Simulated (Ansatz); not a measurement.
The figure comes from a scan of Pt (fcc, Cu type): one Pt atom of a 4-atom cell moves by s along Cartesian z, with its periodic images. The numbers are results of PBEsol (plane waves to 420 eV, PAW, scalar-relativistic; Ansatz, a quantum-chemistry and plane-wave program), not measurements. k mesh 10×10×10 (Γ-centred), Fermi-Dirac smearing 0.05 eV. With partly filled bands, energies and forces of such displacements shift with the k mesh and the smearing. F∥ is the force on the atom along that direction. Pt is run without spin polarisation. Pt was relaxed with its symmetry unable to fall. Spin-orbit coupling is left out, though Pt is heavy. The PAW data are Ansatz's earlier set. 

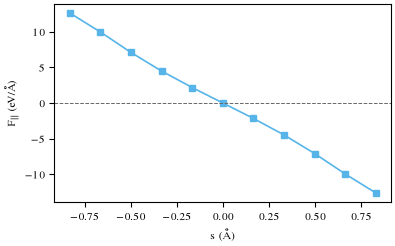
*F∥ (eV/Å) against s (Å); computed points joined by lines.*

Task: List the plotted points as numbers.

Result: To the nearest 0.5:

```csv
s (Å),F∥ (eV/Å)
-0.830,12.5
-0.664,10.0
-0.498,7.0
-0.332,4.5
-0.166,2.0
0.000,0.0
0.166,-2.0
0.332,-4.5
0.498,-7.0
0.664,-10.0
0.830,-12.5
```

(For displaced atoms, the force is minus the slope of the energy, and its curvature is a force constant, which sets phonon frequencies.)
